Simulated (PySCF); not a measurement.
## Electronic structure of RuF (quartet) in real space

```xyz
2

Ru    0.0000    0.0000   -0.2987
F     0.0000    0.0000    1.6023
```

Core potentials replace the inner electrons of Ru.

The calculation used PBE0/def2-TZVPP, non-relativistic Hamiltonian with scalar-relativistic core potentials where named, at a bond length of 1.901 Å (PySCF).

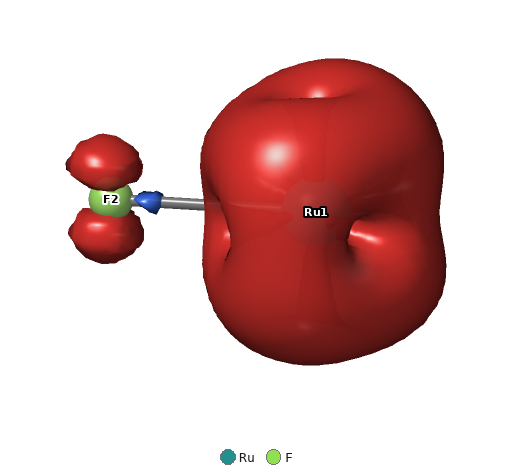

Figure 1. Isosurfaces of the spin density at +0.06 (red) and −0.06 e/Å³ (blue), seen from one side.

> Where is the unpaired spin?

The unpaired spin (3 electrons) lies mostly on Ru1 (about 2.9) and F2 (about 0.1), in electrons by Hirshfeld's partition.

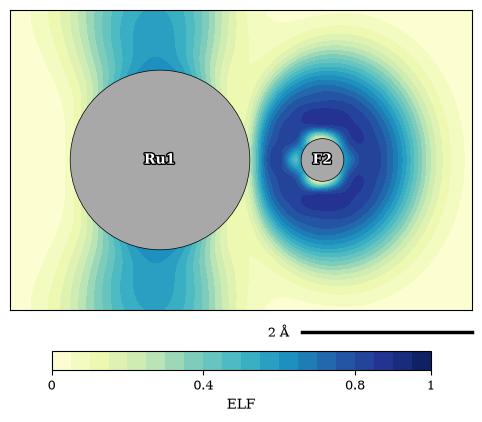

Figure 2. ELF on a plane that holds the molecular axis. Grey discs cover the atomic cores.

> What do the fields say about this system?

Atoms in the plane: Ru and F. Ru–F (1.90 Å): the ELF peaks at about 0.85 in the valence shell of F, 0.6 Å from its nucleus, and drops to about 0.20 between the two atoms.

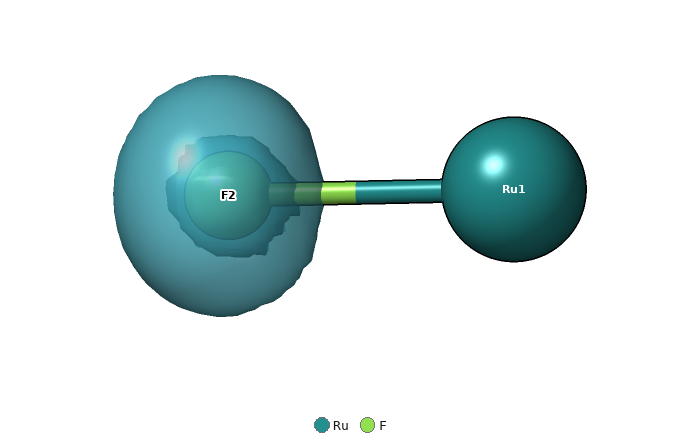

Figure 3. Isosurface of the electron localisation function at 0.75 (cyan), seen from one side. Only the valence region is drawn (cores and ρ < 0.01 e/Å³ removed).

> Where are the electrons localised?

The ELF exceeds this value in one region wrapped around F (its valence shell).
